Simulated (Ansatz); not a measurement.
Effect of x(Sc) = 0.25, 4 atoms, Pm-3m on Ca

Consider Ca in the fcc (Cu type) structure (space group Fm-3m, No. 225; a = 5.5686 Å).

The other end (x = 1) is Sc in the fcc (Cu type) structure (space group Fm-3m, No. 225; a model cell): 25.14 Å³/atom, gap zero; this end may not be an ambient phase.

Now apply this change: Sc replaces 25.0 % of the Ca, ordered in a cell of 4 atoms (starting symmetry Pm-3m) and fully relaxed.

All numbers come from plane-wave PAW DFT at the r2SCAN level (Ansatz, a first-principles code, 500 eV), without spin-orbit coupling, earlier PAW set. k-mesh 9×9×9 (Γ-centred); smearing 0.05 eV (Fermi–Dirac), for the changed cell.

```tsv
quantity	base	changed	shift
volume per atom	43.17 Å³	37.54 Å³	-5.63 Å³
density	1.54 g/cm³	1.83 g/cm³	+0.29 g/cm³
shortest interatomic distance	3.938 Å	3.758 Å	-0.1793 Å
band gap	zero	zero	–
```

Final structure:

```
CELL_PARAMETERS angstrom
      5.31503     0.00000     0.00000
      0.00000     5.31503     0.00000
      0.00000     0.00000     5.31503
ATOMIC_POSITIONS crystal
  Ca 0.00000 0.50000 0.50000
  Ca 0.50000 0.50000 0.00000
  Sc 0.00000 0.00000 0.00000
  Ca 0.50000 0.00000 0.50000
```

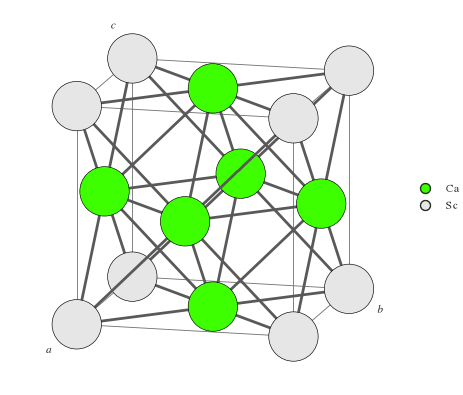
The relaxed conventional cell after the change

These are small ordered cells, not random alloys; other orderings at the same x differ. No phonon test of stability was made. The final runs are not spin-polarised. An odd electron count without spin: Ca3Sc. Ca3Sc has a high density of states at the Fermi level and may be magnetic at this level. This is not the structure that Sc has at room temperature and ambient pressure.
